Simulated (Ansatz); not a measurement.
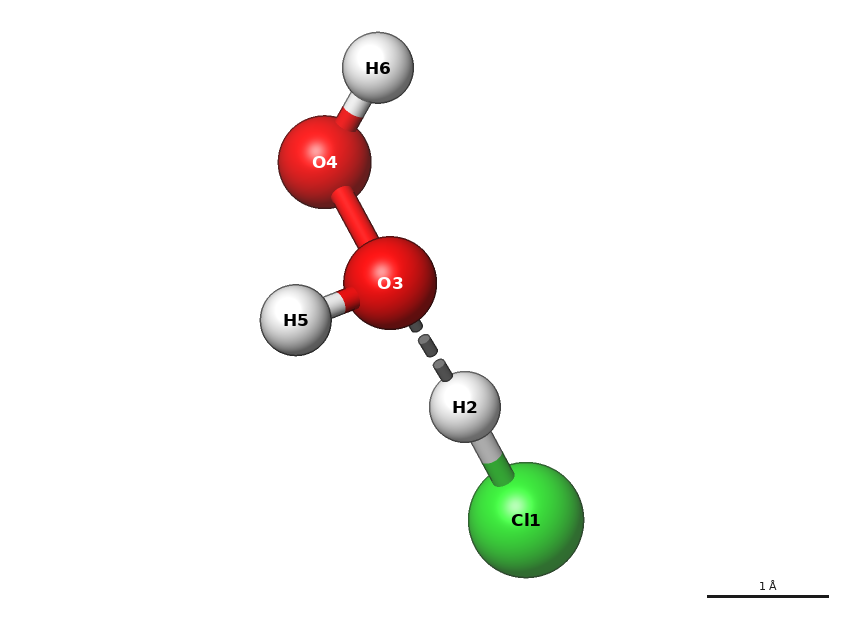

Two molecules or ions; the broken line marks their closest contact (measured against van der Waals radii). Geometry: a pair of rigid molecules at a changed separation. Program: Ansatz 0.2.0.

Which two species are they?

Answer. HCl and H2O2 (`Cl.OO`).

How long is the contact?

Answer. H2···O3 is 1.58 Å.

Give the counterpoise-corrected interaction energy (kcal/mol, monomers kept as in the pair) with RHF-CCSD(T) (frozen core)/def2-TZVPPD; r2SCAN-D4/def2-TZVPPD.

```
                                level  interaction energy (kcal/mol)
RHF-CCSD(T) (frozen core)/def2-TZVPPD                           −0.8
                r2SCAN-D4/def2-TZVPPD                           −3.4
```
